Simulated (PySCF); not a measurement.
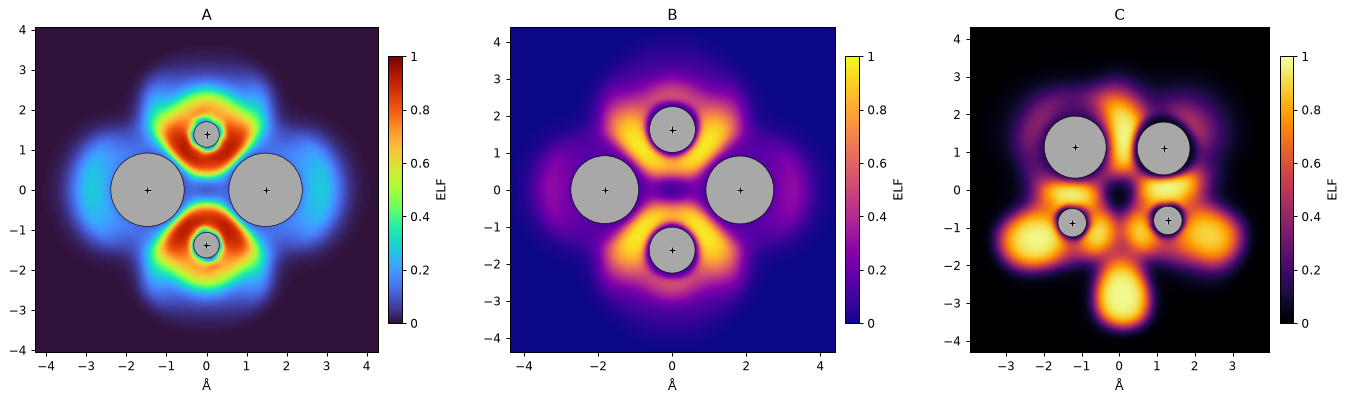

The ELF of 3 systems, each on a plane through atoms (crosses mark nuclei in the plane; grey discs cover the cores).

Method: wB97X-D/def2-SVPD, SCF density, gas phase (PySCF).

System 1: C3H9ClGeSi (SMILES Cl[C@H]1CC[SiH2][GeH2]1), the plane of atoms C2, Ge6 and Si5. Geometry: GFN2-xTB.

```xyz
15

Cl   -1.2018    0.0887   -2.2052
C    -1.2522    0.4542   -0.4528
C    -0.9895   -0.8147    0.3420
C     0.4154   -1.3728    0.1058
Si    1.7272   -0.0052    0.3522
Ge    0.2398    1.7469   -0.1096
H    -2.2619    0.8175   -0.2613
H    -1.1121   -0.5620    1.4015
H    -1.7353   -1.5768    0.0952
H     0.5788   -2.2289    0.7606
H     0.4719   -1.7449   -0.9186
H     2.2118    0.0288    1.7353
H     2.8448   -0.1410   -0.5808
H     0.2975    2.6680   -1.2968
H    -0.2387    2.6503    1.0105
```

System 2: Ga2H8P2, the plane of atoms P4, Ga1 and P8. Geometry: PBE0-D3(BJ)/def2-SVP.

```yaml
atoms:
  - { symbol: Ga, position_ang: [-0.6705, 0.7544, -1.5084] }
  - { symbol: H, position_ang: [-0.9838, 2.2875, -1.4402] }
  - { symbol: H, position_ang: [-0.8968, -0.1787, -2.7454] }
  - { symbol: P, position_ang: [1.5198, 0.3181, -0.5129] }
  - { symbol: Ga, position_ang: [0.6902, -0.7608, 1.5197] }
  - { symbol: H, position_ang: [0.9080, 0.1846, 2.7489] }
  - { symbol: H, position_ang: [1.0086, -2.2935, 1.4705] }
  - { symbol: P, position_ang: [-1.4996, -0.3384, 0.5175] }
  - { symbol: H, position_ang: [2.3993, -0.4613, -1.3024] }
  - { symbol: H, position_ang: [2.3227, 1.4668, -0.3083] }
  - { symbol: H, position_ang: [-2.2932, -1.4925, 0.3053] }
  - { symbol: H, position_ang: [-2.3893, 0.4311, 1.3069] }
```

System 3: Ga2H8N2, the plane of atoms Ga1, N8 and Ga5. Geometry: PBE0-D3(BJ)/def2-SVP.

```xyz
12

Ga   -1.3897   -0.1993   -0.4207
H    -2.3241    1.0631   -0.3703
H    -1.8237   -1.6362   -0.8817
N    -0.3427   -0.3167    1.3029
Ga    1.4076    0.1841    0.4278
H     2.3387   -1.0804    0.3766
H     1.8459    1.6194    0.8909
N     0.3606    0.3042   -1.2950
H    -0.6538    0.3360    2.0215
H    -0.3371   -1.2399    1.7358
H     0.3586    1.2294   -1.7228
H     0.6752   -0.3463   -2.0141
```

**Match each panel to its system.**

Panel A is system 3, Ga2H8N2: the plane holds Ga and N. Ga–N (2.02 Å): the ELF peaks at about 0.90 in the valence shell of N, 0.7 Å from its nucleus, and is about 0.35 at the midpoint. Panel B is system 2, Ga2H8P2: the plane holds Ga and P. Ga–P (2.44 Å): the ELF peaks at about 0.95 between the atoms, as expected for localised, covalent bonding. Panel C is system 1, C3H9ClGeSi: the plane holds C, Si and Ge. C–Si (1.91 Å): the ELF peaks at about 0.95 between the atoms, as expected for a covalent bond.
